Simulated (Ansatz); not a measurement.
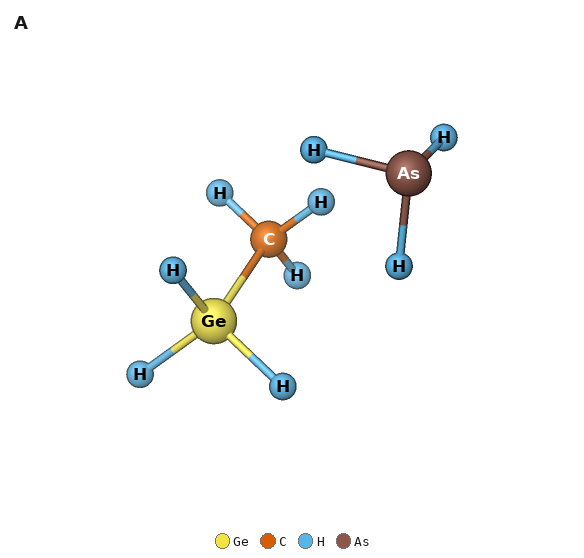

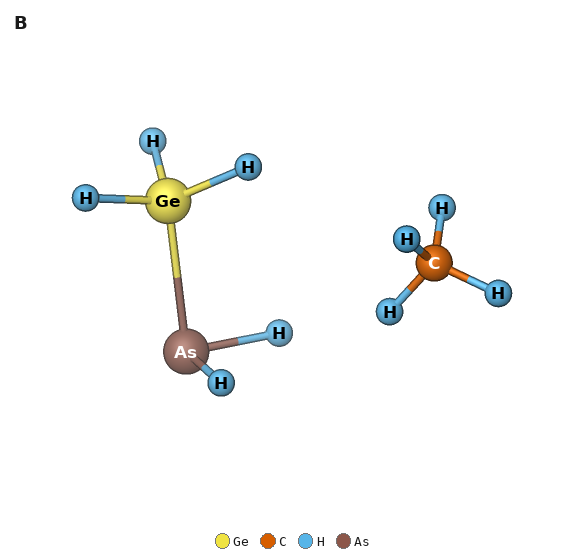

2 stationary structures of one formula. Geometries: PBE0-D4/def2-TZVP. Electronic energies: CCSD(T)/CBS (MP2 limit from def2-TZVPP and def2-QZVPP plus CCSD(T) − MP2) (Ansatz 0.2.0), without zero-point energy. No frequency run is at hand to confirm each as a minimum. Each is one conformer, not always the lowest.

> Which is lowest in energy, and by how much?

B is lowest; A lies 0.554 eV above it.
